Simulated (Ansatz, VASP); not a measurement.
# SiBi: VASP beside Ansatz, part 2 of 2

Aim: how closely do two programs agree when they are given the same cell, functional and k mesh? The cell is invented: As first built, before any earlier steps moved the atoms (in the runner's words): it takes the SnP structure with all of its atoms replaced by other elements, volume scaled by an estimate. It may not be a known or stable phase. The cell is taken from a series of VASP runs on this material, whose earlier steps may have relaxed, scaled or displaced it; both programs get it as it stands. Valence electrons are named where the data sets of a main pair hold unlike numbers.

VASP 6.6.1 and Ansatz 0.2.0.

So far: Starting point; VASP: band structure, HSE06.

### 3. Ansatz: band structure, HSE06

Level of this step: Ansatz beside VASP: Kohn-Sham DFT, plane waves, HSE06 (Ansatz).

Ansatz runs on its default PAW (the set named soft_2) files.

The same cell, functional, mesh and smearing now go to Ansatz, which takes its cutoff from its data sets.

input.yaml

```yaml
crystal:
  lattice:
    - [-2.026887206, 2.026887206, 3.2462904277]
    - [2.026887206, -2.026887206, 3.2462904277]
    - [2.026887206, 2.026887206, -3.2462904277]
  atoms:
    - { symbol: Bi, position: [0.574132049, 0.574132049, 0.0] }
    - { symbol: Si, position: [0.997868951, 0.997868951, 0.0] }
hamiltonian:
  xc: { exchange: pbe, correlation: pbe, exx: { coeff: 0.25, omega: 0.2 } }
  pseudopotentials: { kind: paw }
kpoints:
  mp_grid: { grid: [5, 5, 5] }
  band_path:
    path:
      - [0.0, 0.0, 0.0]
      - [0.0, 0.0, 0.5]
      - [-0.19492, 0.19492, 0.5]
      - [-0.34746, 0.34746, 0.34746]
      - [0.0, 0.0, 0.0]
      - [0.5, 0.5, -0.5]
      - [0.34746, 0.65254, -0.34746]
      - [0.0, 0.5, 0.0]
      - [0.25, 0.25, 0.25]
      - [0.5, 0.5, -0.19492]
      - [0.5, 0.5, -0.5]
      - [0.25, 0.25, 0.25]
    npoints: 1
scf:
  occupations: { method: gaussian, width: 0.02 }
  n_extra_bands: 7
output:
  forces: true
  stress: true
  eigenvalues: true
```

On the command line:

```
ansatz run input.yaml --threads 4 --pin off --max-ram 9216MiB --backend cpu --events-out ev --progress --plain --runs-dir out
```

Numbers of over 12 decimals in the logs are rounded to 6 here.

Output:

```text
Warning: output.stress: scf.convergence.dr2_threshold = 1e-7 eV (the SCF's general default) is looser than the 2e-10 eV advised for a printed stress (1e-10 eV for each atom of the cell: 2). What an SCF threshold leaves in a stress goes as its square root, and in the free energy as the threshold itself, and one threshold admits the most on a small cell: [figures from the program's tests cut] Set scf.convergence.dr2_threshold to 2e-10 eV or tighter. The threshold is an SCF's pass mark: one that does not reach it within its budget of iterations ends unconverged, or closes short of it on a stop that the run arms, and scf.convergence.dr2_threshold's page says what that costs each kind of run
Warning: output.stress: scf.exx.energy_threshold = 1e-6 eV is looser than the 2e-8 eV advised for a stress under a hybrid functional (1e-8 eV for each atom of the cell: 2). Every SCF of the exchange loop can meet its threshold on dr2 while the loop round them stops early: no threshold on dr2 bounds what that leaves in the stress. Set scf.exx.energy_threshold to 2e-8 eV or tighter. The threshold is the loop's pass mark: a loop that does not reach it within its budget of cycles ends unconverged, and scf.exx.energy_threshold's page has the law
scf.n_extra_bands = 7 over 10 filled bands (N_el = 19.0): the run solves 17 bands
Engine: ansatz 0.2.0, x86_64-unknown-linux-gnu
Pseudopotentials: kind: paw
Pseudopotential: Bi, paw, valence charge 15, recommended cutoff 420 eV (normal), Bi.paw.azcp
Pseudopotential: Si, paw, valence charge 4, recommended cutoff 420 eV (normal), Si.paw.azcp
Functional definition: unnamed
  parameter a_1 = 0.25
  parameter omega_1 = 0.2/angstrom
  exchange = pbe_x + (-a_1)*pbe_x_sr(omega_1) + a_1*exact_x_sr(omega_1)
  correlation = pbe_c
Crystal: 2 atoms, lattice volume = 53.347 Å³
Basis set: ecut = 420 eV, 1039 PW (Γ), exchange–correlation on 60×60×60 points (8 copies of the dense FFT grid, shifted against one another)
Bands: 17, of which v1, the nominal top of the filled ones, is band 10 counted from 1 (9 counted from 0)
Symmetry: 8 space group operations
Space group: I4mm (ITA 107), of the structure as read, at distance tolerance 3.8e-5 Å
k-points: 18 of 125 (time reversal used)
Non-local potential: Bi, projectors of the file, l = 0: 2, l = 1: 2, l = 2: 2, l = 3: 2
Non-local potential: Si, projectors of the file, l = 0: 2, l = 1: 2, l = 2: 2
PAW form: soft (Blöchl's): semilocal exchange-correlation on the pseudo side does not see the compensation charge
PAW frozen core: Bi, regenerated for the run's functional, and the local potential with it (the file was generated under x = pbe(κ = 0.804, μ = 0.219515), c = pbe(β = 0.066725))
PAW frozen core: Si, regenerated for the run's functional, and the local potential with it (the file was generated under x = pbe(κ = 0.804, μ = 0.219515), c = pbe(β = 0.066725))
PAW one-centre angular grid: Bi, 590 points (default); XC on 64 Gauss nodes
PAW one-centre angular grid: Si, 110 points (default); XC on 64 Gauss nodes
Initial density: superposition of atomic densities (neutral atoms: chi_scale 0, normalization atom), corrected by the library's trained network
Initial wavefunctions: pseudopotential atomic-orbital guess
Functional: x = pbe(κ = 0.804, μ = 0.219515), c = pbe(β = 0.066725), warm-up for x = pbe(κ = 0.804, μ = 0.219515) + 0.25 (exact − pbe) at short range (hse, ω = 0.2 Å⁻¹), c = pbe(β = 0.066725)
SCF iter   1: F=—  HF=-13031.515814 eV  |F-HF|=—  |Δ(HF+E_count)|=         —  Δρ=1.58e-3  dr2=1.47e-3  ethr=1.77e-3  ⟨swp⟩=11.7  Hψ=1670  notcnv=0
preconditioner: auto → none  [insulator: Δε(μ)=0.111 eV  Ē_g=11.426 eV  σ=0.020 eV  W_gap=0.69  n_scr=14 (ndim 8)  ℏωp=15.3 eV  f_vac=0.000  D(μ)=3.20/eV (n_scr^D=34)]
SCF iter   2: F=—  HF=-13031.516455 eV  |F-HF|=—  |Δ(HF+E_count)|=   6.41e-4  Δρ=7.56e-4  dr2=2.73e-4  ethr=7.74e-6  ⟨swp⟩=5.0  Hψ=957  notcnv=0  defer=12
iter 3 solved again at ethr=4.30e-8 eV; its pass at ethr=1.44e-6 eV (dr2=8.17e-6 eV) is discarded
SCF iter   3: F=—  HF=-13031.516552 eV  |F-HF|=—  |Δ(HF+E_count)|=   9.74e-5  Δρ=1.29e-4  dr2=7.51e-6  ethr=4.30e-8  ⟨swp⟩=3.9  Hψ=1171  notcnv=0  defer=1
SCF iter   4: F=—  HF=-13031.516555 eV  |F-HF|=—  |Δ(HF+E_count)|=   3.10e-6  Δρ=3.58e-5  dr2=5.25e-7  ethr=3.95e-8  ⟨swp⟩=3.0  Hψ=618  notcnv=0
SCF iter   5: F=—  HF=-13031.516556 eV  |F-HF|=—  |Δ(HF+E_count)|=   3.70e-7  Δρ=7.73e-6  dr2=1.52e-8  ethr=2.77e-9  ⟨swp⟩=3.0  Hψ=619  notcnv=0
SCF iter   6: F=-13031.516556 eV  HF=-13031.516556 eV  |F-HF|=1.35e-9  |Δ(HF+E_count)|=   3.73e-8  Δρ=1.72e-6  dr2=6.31e-10  ethr=7.98e-11  ⟨swp⟩=3.9  Hψ=624  notcnv=0
SCF 1 converged in 6 iterations: F = -13031.516556 eV  dr2 = 6.31e-10
  greatest PAW one-centre occupation: 0.987 electrons in one spin orbital (limit 2), on the Bi atom at site 0 (counted from 0), in its partial waves of l = 2
Initial density: handed on by an earlier stage of this run
Initial wavefunctions: those handed on with the density
Functional: x = pbe(κ = 0.804, μ = 0.219515) + 0.25 (exact − pbe) at short range (hse, ω = 0.2 Å⁻¹), c = pbe(β = 0.066725)
[...]
SCF iter   2: F=—  HF=-13035.635568 eV  |F-HF|=—  |Δ(HF+E_count)|=   3.87e-3  Δρ=1.46e-3  dr2=1.27e-3  ethr=5.60e-5  ⟨swp⟩=3.4  Hψ=805  notcnv=0
[...]
SCF 2 converged in 6 iterations: F = -13035.635363 eV  dr2 = 1.68e-8
  Residual-converged pass: ⟨swp⟩=3.1  Hψ=651  notcnv=0  max |occ|·‖R‖ = 6.6e-6 eV (tolerance 6.7e-6 eV)  dr2=1.69e-8  dr2_onsite=6.30e-9  max |Δocc| = 1.7e-46
  greatest PAW one-centre occupation: 0.988 electrons in one spin orbital (limit 2), on the Bi atom at site 0 (counted from 0), in its partial waves of l = 2
hybrid outer 1: dexx = +2.777e-3 eV, tail = 9.61e-4 eV
Exchange kernel: α = 0.2500, screened, ω = 0.2000 Å⁻¹, Wigner–Seitz truncation, v(0) = 1128.2297 eV·Å³, q-mesh 5×5×5, nearest image of the exchange supercell L = 20.27 Å, pair-density grid 18×18×18, without the augmentation charges, whose exchange is taken in its separable form by FFT convolution over the k-point mesh (sized by the pseudopotential files, 24×24×24 at the most), smooth part of the exact exchange by density-matrix convolution
Frozen-core exchange: fock
[...]
preconditioner: auto → none  [insulator: Δε(μ)=0.201 eV  Ē_g=12.695 eV  σ=0.020 eV  W_gap=0.69  n_scr=14 (ndim 8)  ℏωp=15.3 eV  f_vac=0.000  D(μ)=3.20/eV (n_scr^D=34)]
[...]
SCF 3 stopped early in 4 iterations: F = -13035.638469 eV  dr2 = 9.76e-7
  Residual-converged pass: ⟨swp⟩=3.0  Hψ=584  notcnv=0  max |occ|·‖R‖ = 6.0e-6 eV (tolerance 6.7e-6 eV)  dr2=9.76e-7  dr2_onsite=7.61e-8  max |Δocc| = 4.5e-48
hybrid outer 2: dexx = +4.452e-5 eV, tail = 6.04e-6 eV, Δε = 3.12e-2 eV (about 1.90e-3 eV left of the loop's levels), ΔF = 2.64e-2 eV/Å (tail 7.08e-3)
Exchange kernel: α = 0.2500, screened, ω = 0.2000 Å⁻¹, Wigner–Seitz truncation, v(0) = 1128.2297 eV·Å³, q-mesh 5×5×5, nearest image of the exchange supercell L = 20.27 Å, pair-density grid 18×18×18, without the augmentation charges, whose exchange is taken in its separable form by FFT convolution over the k-point mesh (sized by the pseudopotential files, 24×24×24 at the most), smooth part of the exact exchange by density-matrix convolution
Frozen-core exchange: fock
SCF iter   1: F=—  HF=-13035.638432 eV  |F-HF|=—  |Δ(HF+E_count)|=         —  Δρ=3.54e-5  dr2=3.02e-6  ethr=5.66e-8  ⟨swp⟩=4.9  Hψ=709  notcnv=0
preconditioner: auto → none  [insulator: Δε(μ)=0.200 eV  Ē_g=12.695 eV  σ=0.020 eV  W_gap=0.69  n_scr=14 (ndim 8)  ℏωp=15.3 eV  f_vac=0.000  D(μ)=3.20/eV (n_scr^D=34)]
SCF iter   2: F=—  HF=-13035.638432 eV  |F-HF|=—  |Δ(HF+E_count)|=   2.54e-7  Δρ=2.02e-5  dr2=2.43e-6  ethr=4.55e-9  ⟨swp⟩=2.9  Hψ=509  notcnv=0
SCF iter   3: F=—  HF=-13035.638432 eV  |F-HF|=—  |Δ(HF+E_count)|=   3.59e-8  Δρ=4.39e-6  dr2=2.30e-6  ethr=6.97e-10  ⟨swp⟩=3.0  Hψ=522  notcnv=0
SCF iter   4: F=—  HF=-13035.638470 eV  |F-HF|=—  |Δ(HF+E_count)|=   3.81e-5  Δρ=2.82e-5  dr2=7.10e-7  ethr=3.66e-11  ⟨swp⟩=5.1  Hψ=1220  notcnv=0  defer=1
SCF iter   5: F=—  HF=-13035.638470 eV  |F-HF|=—  |Δ(HF+E_count)|=   2.45e-7  Δρ=6.99e-6  dr2=4.97e-8  ethr=3.66e-11  ⟨swp⟩=5.1  Hψ=867  notcnv=0
SCF iter   6: F=—  HF=-13035.638470 eV  |F-HF|=—  |Δ(HF+E_count)|=   2.70e-9  Δρ=1.41e-6  dr2=3.88e-8  ethr=3.66e-11  ⟨swp⟩=3.0  Hψ=602  notcnv=0
SCF iter   7: F=—  HF=-13035.638470 eV  |F-HF|=—  |Δ(HF+E_count)|=   2.09e-7  Δρ=4.65e-6  dr2=1.54e-8  ethr=5.43e-12  ⟨swp⟩=5.1  Hψ=906  notcnv=0  defer=1
SCF iter   8: F=—  HF=-13035.638470 eV  |F-HF|=—  |Δ(HF+E_count)|=   4.92e-9  Δρ=5.40e-7  dr2=1.38e-9  ethr=5.43e-12  ⟨swp⟩=4.0  Hψ=697  notcnv=0
Mixer restart at iter 8: flushing history
SCF iter   9: F=-13035.638470 eV  HF=-13035.638470 eV  |F-HF|=1.56e-10  |Δ(HF+E_count)|=   6.02e-9  Δρ=8.58e-7  dr2=3.78e-10  ethr=1.00e-12  ⟨swp⟩=4.0  Hψ=756  notcnv=0
SCF 4 converged in 9 iterations: F = -13035.638470 eV  dr2 = 3.78e-10
  Residual-converged pass: ⟨swp⟩=3.0  Hψ=595  notcnv=0  max |occ|·‖R‖ = 2.5e-7 eV (tolerance 2.7e-7 eV)  dr2=3.79e-10  dr2_onsite=1.45e-11  max |Δocc| = 1.2e-49
hybrid outer 3: dexx = +2.451e-8 eV, tail = 4.25e-9 eV, Δε = 5.45e-4 eV (about 2.52e-5 eV left of the loop's levels), ΔF = 2.99e-4 eV/Å (tail 8.87e-5)
NSCF: frozen V_eff on 12 k-points
hybrid SCF converged: 3 outer / 19 inner (+6 warm-up), last move |dexx| = 2.45e-8 eV, tail = 4.25e-9 eV
Stability not checked: this state was not tested for a lower state beside it, because the functional holds exact exchange (a hybrid, or Hartree-Fock), whose exchange loop this test does not read (fock_operator; see scf.lower_state_search)
Free energy (F): -13035.638470 eV
Frozen-core exchange: fock
Harris-Foulkes:  -13035.638470 eV  (|F-HF|=1.56e-10)
Internal energy: -13035.637829 eV  (E = F + TS)
E sigma→0 (E₀):  -13035.638150 eV
Entropy (-TS):   -0.000641 eV (-0.320 meV/atom)
Fermi energy:    8.764523 eV
--- Per-component energies (eV) ---
  E_band       = -132.626907
  E_kinetic    = 338.730698
  E_local      = -1639.239334  (includes V_loc(G=0)·N_el)
  E_nonlocal   = 586.619679
  E_hartree    = 544.963632
  E_xc         = -164.800635
  E_vxc        = -151.376258  (∫ρ·V_xc dr)
  E_exx        = -40.329689  (= α·E_x^exact, valence–valence)
  E_paw        = -11180.723404  (= ΣΔE_a)
  E_vpaw       = -276.629199  (= ΣTr[D̂ρ^β])
  E_aug_tail   = -0.000426  (compensation charges beyond the density's cutoff)
  E_ewald      = -1480.951561
  E_core_change = 0.093212  (= ΣΔE_core)
  E_smearing   = -0.000641  (= −TS)
  E_closure    = -0.000000  (closes the sum)
  Σ components = -13035.638470   (vs F -13035.638470, Δ=0.00e0)
--- Forces (eV/Å), atoms counted from 1 ---
  atom   1  Bi    -0.00000000     0.00000000     0.09872974
  atom   2  Si     0.00000000     0.00000000    -0.09873020
  max |Σ_I F_I| component: 4.65e-7 eV/Å
--- Stress (GPa, compression-positive) ---
       -2.235178       0.000000      -0.000000
        0.000000      -2.235178      -0.000000
       -0.000000      -0.000000      -2.974021
  P = ⅓ Tr σ = -2.4815 GPa (-24.815 kbar)
--- Band table (eV; the first three rows and the last of 18) ---
  k-point 0: bands = [... 6 lower, 5.5864, 7.8024, 7.8024, 8.3763, 12.0607, 13.4247, 13.4247, 14.3210, ... 3 higher]
  k-point 1: bands = [... 6 lower, 3.1323, 6.5078, 6.9955, 10.0076, 11.7706, 12.2941, 13.0280, 15.6781, ... 3 higher]
  k-point 2: bands = [... 6 lower, 1.8146, 4.0133, 5.1240, 6.5121, 11.1450, 14.4711, 17.4422, 17.6517, ... 3 higher]
  k-point 17: bands = [... 6 lower, 0.6824, 3.7707, 6.4108, 7.6593, 13.5941, 14.6909, 15.4654, 16.8031, ... 3 higher]
```

Elapsed: 49 s, on 4 threads of Intel Xeon Platinum 8488C (Sapphire Rapids), shared host; peak memory 1.2 GiB.

### 4. Comparison

Known differences besides the potentials themselves: exact exchange at q = 0 is treated differently, which shows on coarse meshes; VASP keeps PBE cores, Ansatz makes them for the functional; the cutoff is 420 eV in Ansatz and 400 eV in VASP; VASP takes a coarser grid for exact exchange (PRECFOCK = Fast). Total energies have different zeros and are not compared.

Forces (eV/Å; atoms numbered as in POSCAR):

```csv
atom,"Ansatz x, y, z","VASP x, y, z"
Bi1,"0.000, 0.000, 0.099","0.000, 0.000, 0.102"
Si2,"0.000, 0.000, -0.099","0.000, 0.000, -0.102"
```

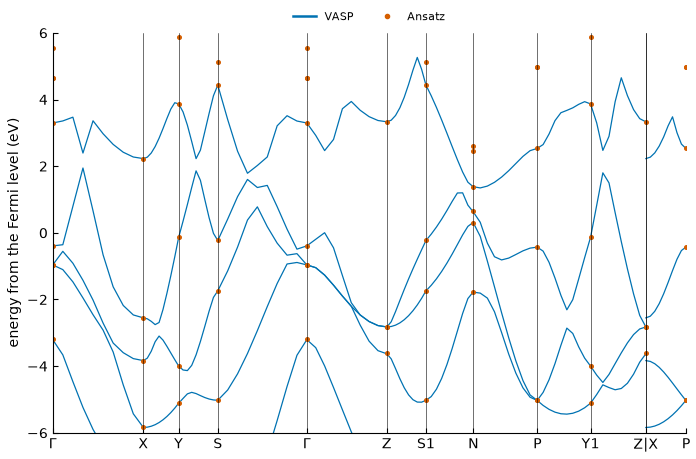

Bands from VASP (lines) and levels from Ansatz (dots). Dots without a line are higher empty bands that the VASP plot leaves out.

The forces differ by 2.1 meV/Å r.m.s., which is 3.5 % of the r.m.s. force of 0.059 eV/Å (both taken over all components). Levels from 3 eV below to 2 eV above the Fermi level differ by 4 meV r.m.s. and 10 meV at most; each VASP level is matched to the nearest of Ansatz, which flatters the figure a little.

### 5. Results

- r.m.s. difference of levels near the Fermi level (band structure, HSE06): 3.7 meV

In words: The r.m.s. difference of levels near the Fermi level is 3.7 meV (band structure, HSE06), within the 80 meV picked in this series as the mark of a large difference. Such differences can come from data sets, numerical settings and the points named under the comparisons, not from the functional's error against experiment.

[Lines on the potential files, build, host, timing and source positions are cut from VASP's logs without a mark.]

[Logs are printed without paths, hosts, clocks, repeated set-up lines and the standing remarks that a program may print on its own settings, such as how far it seeks lower states.]

[Hosts, paths, dates, database ids (printed as entryN), source tags and the programs' standing remarks are cut or masked in the printed files.]
